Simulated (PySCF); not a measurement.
C3H11PSi2

```tsv
atom	x (Å)	y (Å)	z (Å)
C	-0.5412	-1.9372	-0.5208
C	-0.8250	-0.7170	0.3422
Si	-1.4794	0.8625	-0.5425
C	-0.0943	1.8465	0.3520
Si	0.7101	0.2315	1.0264
P	2.5809	-0.4800	0.0081
H	-1.4533	-2.3109	-0.9846
H	0.1648	-1.6899	-1.3134
H	-0.1056	-2.7405	0.0725
H	-1.4880	-1.0195	1.1547
H	-2.8462	1.2624	-0.2061
H	-1.3080	0.8247	-1.9960
H	0.5341	2.4596	-0.2882
H	-0.4678	2.4974	1.1373
H	0.9446	0.1875	2.4782
H	3.3498	0.5763	0.4608
H	2.3175	0.1587	-1.1905
```

Geometry: GFN2-xTB.

The calculation used PBE0/pcSseg-1, SCF density, gas phase, non-relativistic (PySCF 2.14.0).

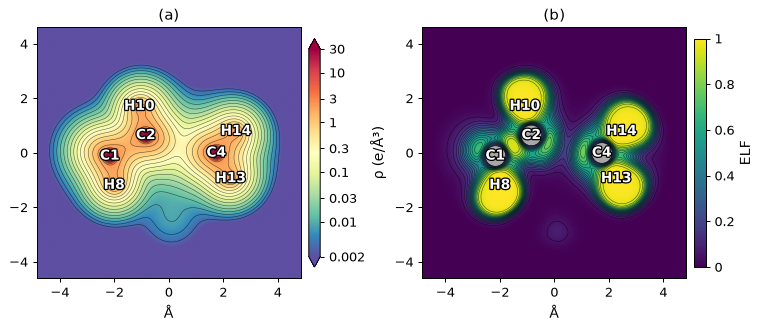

Figure 1. (a) total electron density; (b) electron localisation function on the plane of atoms H13, C4 and H14. Grey discs cover the atomic cores in the ELF map.

Q: Describe what can be read from this map.

A: The plane passes through C and H nuclei.
C–C (1.52 Å): the density is about 1.6 e/Å³ at the midpoint; the ELF peaks at about 0.95 between the atoms, as expected for localised, covalent bonding.
C–H (1.09 Å): ρ is about 1.9 e/Å³ halfway; the ELF climbs to about 1 towards the hydrogen, as it does in any bond to H: a covalent bond by its length.

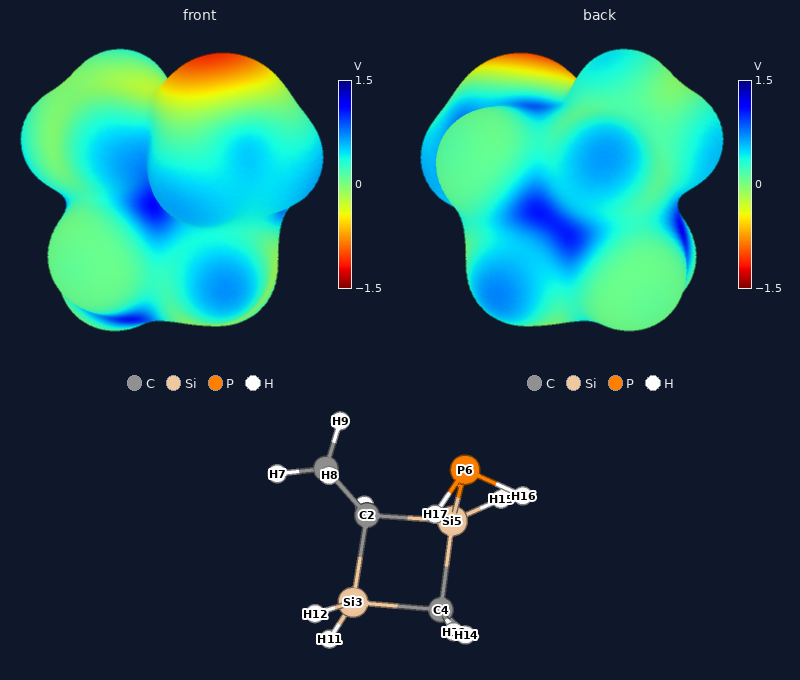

Figure 2. The molecular electrostatic potential painted on the density surface at 0.002 e/bohr³, seen from the front and from behind; the colour scale runs from red (negative) to blue (positive). The bare structure is drawn below in the same view.

Q: Describe the electrostatic potential map.

A: The most negative region (about −1.0 V, or −23 kcal/mol for a unit charge) lies over P6, the most positive (about +1.1 V, or +25 kcal/mol for a unit charge) over Si3 and Si5.
